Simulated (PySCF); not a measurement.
**C3H5NO, SMILES `C/N=C/C=O`: what the electrons do**

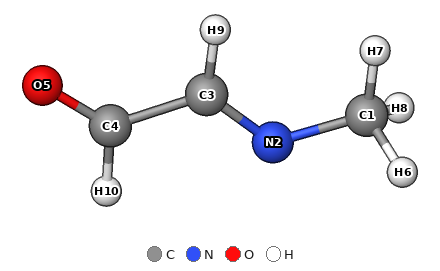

The molecule, with its atoms numbered as below. No frequency check shows the geometry to be a minimum.

Coordinates in Å:

```
C1       2.3025    0.1276    0.0004
N2       1.0008   -0.4378    0.0002
C3      -0.0282    0.2898    0.0000
C4      -1.3553   -0.3497    0.0001
O5      -2.3973    0.2499   -0.0002
H6       2.8304   -0.2524    0.8746
H7       2.3150    1.2252    0.0028
H8       2.8289   -0.2483   -0.8804
H9      -0.0102    1.3875    0.0001
H10     -1.3057   -1.4529    0.0004
```

## 1. Bonding charge

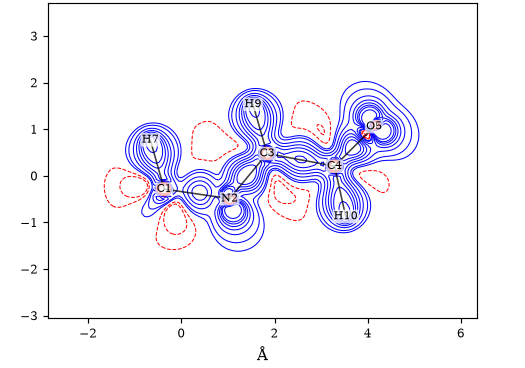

Deformation density (molecule less spherical, spin-averaged free atoms) in a plane through 8 of the atoms; contours at ±0.05 to ±0.8 e/Å³; solid blue lines: gain, dashed red lines: loss.

PySCF calculation, TPSS/def2-TZVP, gas phase; geometry: GFN2-xTB.

**Describe the bonding that the map shows.**

C4–H10: +0.76 e/Å³ at the bond critical point (bond length 1.10 Å, Mayer order 0.9). C3–H9: +0.73 e/Å³ at the bond critical point (bond length 1.10 Å, Mayer order 0.9). C1–H7: +0.71 e/Å³ at the bond critical point (bond length 1.10 Å, Mayer order 1.0). N2–C3: +0.67 e/Å³ at the bond critical point (bond length 1.26 Å, Mayer order 1.9). C4–O5: +0.64 e/Å³ at the bond critical point (bond length 1.20 Å, Mayer order 2.1). C3–C4: +0.62 e/Å³ at the bond critical point (bond length 1.47 Å, Mayer order 1.0). C1–N2: +0.36 e/Å³ at the bond critical point (bond length 1.42 Å, Mayer order 1.0). In all, 2.3 electrons gather in the regions of gain relative to the promolecule.

**Where do the Hirshfeld charges lie?**

The highest Hirshfeld charge is on C4 (+0.12 e), the lowest on O5 (−0.21 e).

## 2. Local ionisation energy

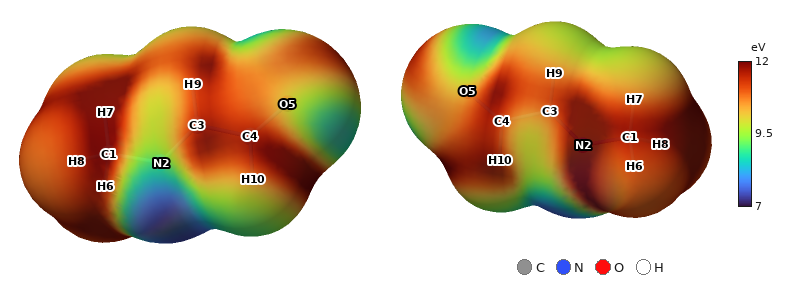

Average local ionisation energy on the surface of electron density 0.001 a.u. (back view left, front view right).

**Locate the minima of the map.**

The lowest value is 7.3 eV, 2.0 Å from N2. Further minima include 8.1 eV, 1.9 Å from O5; 9.5 eV, about equally far (1.6 Å) from H7 and H9; 10.8 eV, 1.3 Å from H8, and at like points elsewhere. For comparison, the highest occupied orbital lies at −6.1 eV.

**What volume does the surface enclose, and what is the dipole moment?**

About 100 Å³; the dipole moment is 3.1 D.

## 3. In an electric field

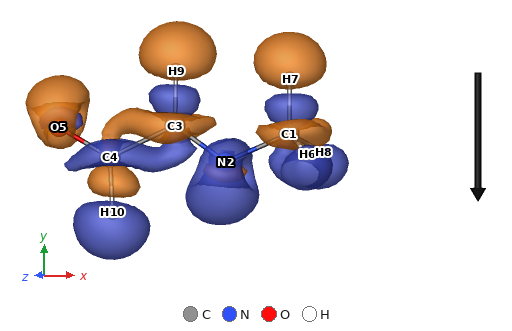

Change of the electron density in a uniform field of 0.51 V/Å along −y (arrow), surfaces at ±0.004 e/Å³ (orange: gain, blue: loss).

Level of theory: B3LYP/def2-SVP (PySCF), at a geometry from GFN2-xTB. A basis without diffuse functions makes polarisabilities too small.

The field was applied in both directions; the picture shows the one opposite to the script's first.

**How large is the response?**

The induced dipole is 1.01 D (along the field); α along this axis, from the fields in both directions, is 39 bohr³ (5.8 Å³).

## 4. Localised orbitals

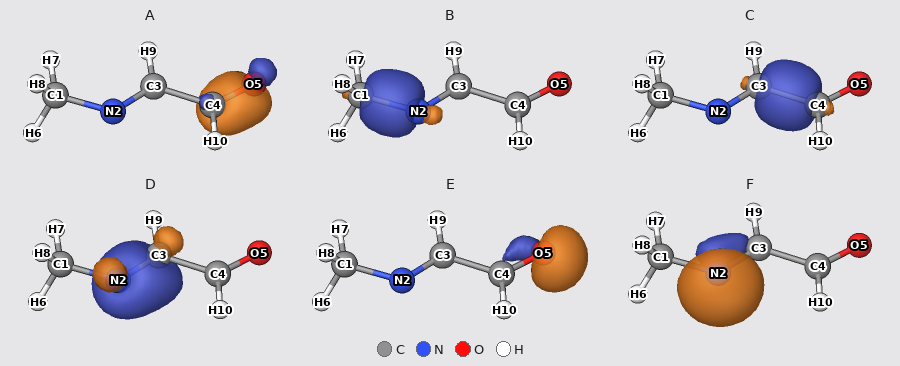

Localised orbitals, occupied; each surface holds about 80 % of the orbital's density. Energies are diagonal elements of the Fock matrix.

PySCF calculation, BLYP/def2-SVPD, gas phase; geometry: GFN2-xTB.

**Identify each orbital.**

By panel:
- A: bent (banana) bond O5–C4 (O5 62 %, C4 37 %; −16.1 eV)
- B: σ bond N2–C1 (N2 57 %, C1 42 %; −16.1 eV)
- C: σ bond C3–C4 (C3 50 %, C4 48 %; −14.4 eV)
- D: bent (banana) bond N2–C3 (N2 53 %, C3 44 %; −14.2 eV)
- E: lone pair on O5 (sp1.9-type) (O5 96 %, C4 3 %; −11.2 eV)
- F: lone pair on N2 (sp1.8-type) (N2 94 %; −9.0 eV)

**Which localisation scheme gives orbitals like these: Pipek–Mezey, IBO or Foster–Boys?**

Foster–Boys: it mixes σ and π into equivalent bent bonds, while the other two keep them apart.

**How do all the valence pairs divide up?**

14 pairs: 7 σ bonds, 4 bent bonds and 3 lone pairs.

## 5. Stretching a bond

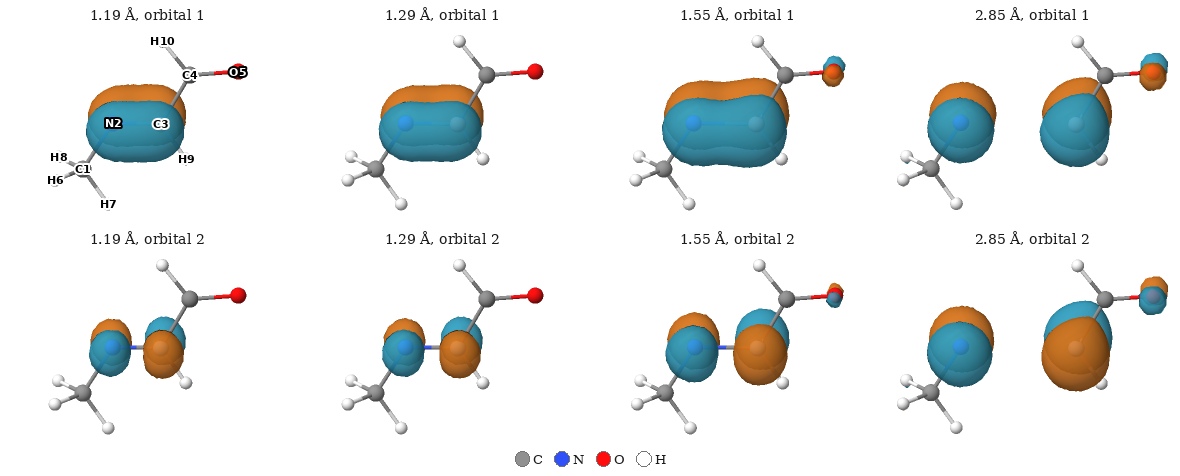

Rigid stretch of the N2–C3 bond. The two CASSCF(4,4) natural orbitals nearest half filling (orbital 1 the more occupied).

Method: cc-pVDZ basis; geometry: GFN2-xTB; program: PySCF.

**How do the occupations change along the stretch?**

1.19 Å: 1.94 and 0.06; 1.29 Å: 1.92 and 0.08; 1.55 Å: 1.83 and 0.16; 2.85 Å: 1.07 and 0.93. At the longest distance computed (3.62 Å) they are 1.01 and 0.99, and the effective number of unpaired electrons is 4.0.

UHF's ⟨S²⟩ passes 1 along the scan (up to 2.15), so it also polarises electrons outside the stretched bond; its energy lowering isn't due to that bond alone.

UHF already breaks spin symmetry near equilibrium here (⟨S²⟩ = 0.32 at 1.29 Å), for reasons apart from this bond.

**How much energy does the stretch cost?**

By CASSCF, 5.8 eV from the lowest point of the scan (1.29 Å) to 3.62 Å; RHF gives 15.4 eV from its own lowest point. The fragments aren't relaxed and dynamic correlation is missing, so this isn't a bond dissociation energy.

The PySCF runs shown took 62 s, 25 s, 20 s and 6.2 min on 1 thread of Arm Neoverse V1, on a shared host.
